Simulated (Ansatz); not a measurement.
AlCl₂HO···CH₄

Input

```
crystal:
  periodic: [false, false, false]
  atoms:
    - { symbol: Al, position_ang: [-0.444484, -0.045118, -1.62408] }
    - { symbol: O, position_ang: [0.985887, 1.048698, -1.374943] }
    - { symbol: Cl, position_ang: [-0.13538, -2.052438, -2.210263] }
    - { symbol: Cl, position_ang: [-2.40634, 0.734909, -1.433649] }
    - { symbol: H, position_ang: [0.719698, 0.231879, 0.734462] }
    - { symbol: C, position_ang: [0.25792, -0.325372, 1.55318] }
    - { symbol: H, position_ang: [0.723864, 1.965216, -1.155727] }
    - { symbol: H, position_ang: [-0.133894, 0.383345, 2.306971] }
    - { symbol: H, position_ang: [-0.582941, -0.953967, 1.191157] }
    - { symbol: H, position_ang: [1.01577, -0.987051, 2.012792] }
basis:
  gaussian: { orbitals: cc-pVDZ }
hamiltonian:
  xc: pbe
relax:
  f_tol: 0.03
  max_steps: 50
output:
  orbitals: {}
```

Launched as:

```sh
ansatz run input.yaml --threads 2 --pin off --max-ram 3072MiB --backend cpu --events-out ev --progress --plain --runs-dir out
```

The fields are those of the relaxed geometry.

Computed with RKS PBE/cc-pVDZ in Ansatz.

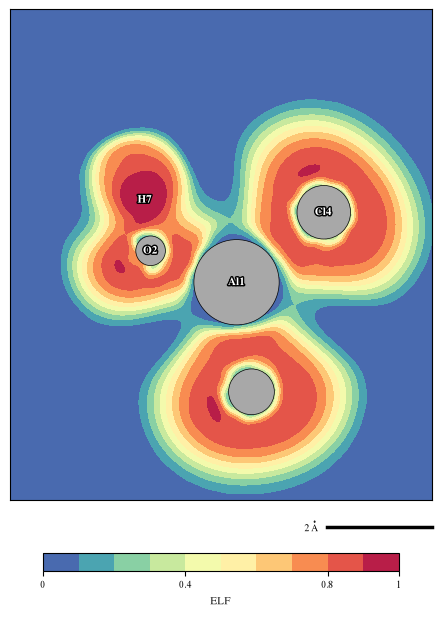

Figure 1. ELF on the plane of atoms Al1, O2 and H7. Grey discs cover the atomic cores.

### Interpret the plot.

The plane passes through Al, O, Cl and H nuclei.
Al–O (1.74 Å): the ELF peaks at about 0.85 in the valence shell of O, 0.6 Å from its nucleus, and is about 0.45 at the midpoint.
Al–Cl (2.13 Å): the ELF peaks at about 0.85 in the valence shell of Cl, 0.8 Å from its nucleus, and is about 0.80 at the midpoint.
O–H (0.98 Å): the ELF climbs to about 1 towards the hydrogen, as it does in any bond to H: a covalent bond by its length.
The ELF also peaks beside Cl3, O2 and Cl4, away from the bonds: lone-pair regions.

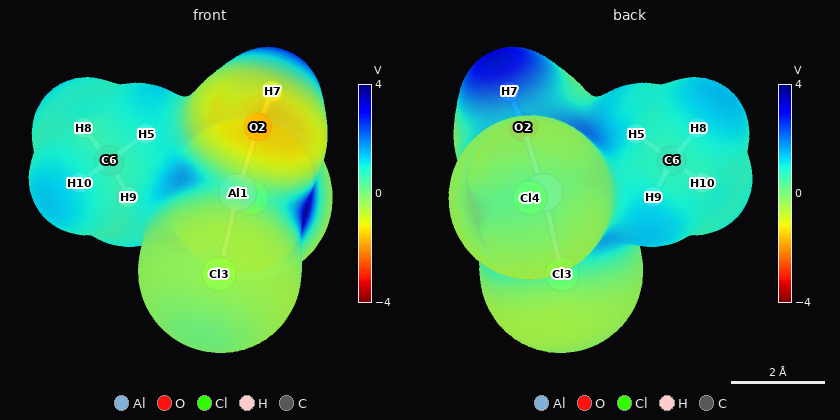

Figure 2. The molecular electrostatic potential painted on the density surface at 0.004 e/bohr³, seen from the front and from behind; the colour scale runs from red (negative) to blue (positive).

### Describe the electrostatic potential map.

The most negative region (about −1.5 V) lies over O2, the most positive (about +3.5 V) over Al1 and H7. Cl4 shows a σ-hole: about +0.2 V at the tip opposite its bond, against about −0.3 V on its flanks. O2 is the likeliest acceptor of a hydrogen bond.

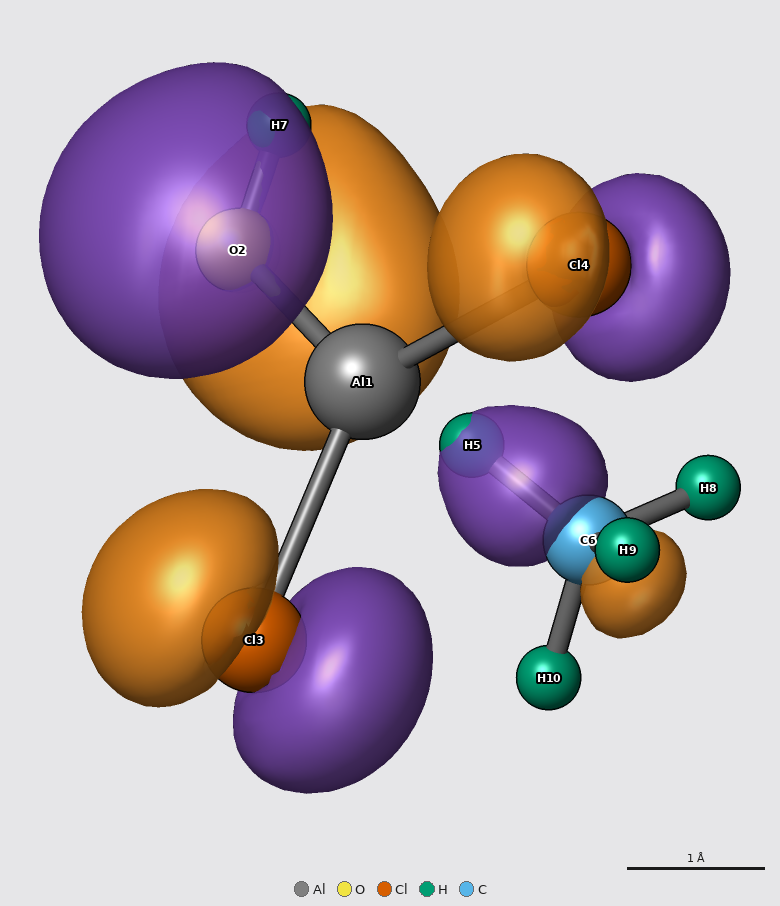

Figure 3. One frontier orbital at ±0.08 Å⁻³ᐟ² (orange and purple are the two phases), seen at an oblique angle.

### Which orbital is it: HOMO or LUMO?

The HOMO, at −7.48 eV. Its weight (Hirshfeld) is mainly on O2 (about 70 %) and Cl3 (about 10 %); largely a lone pair of O2.
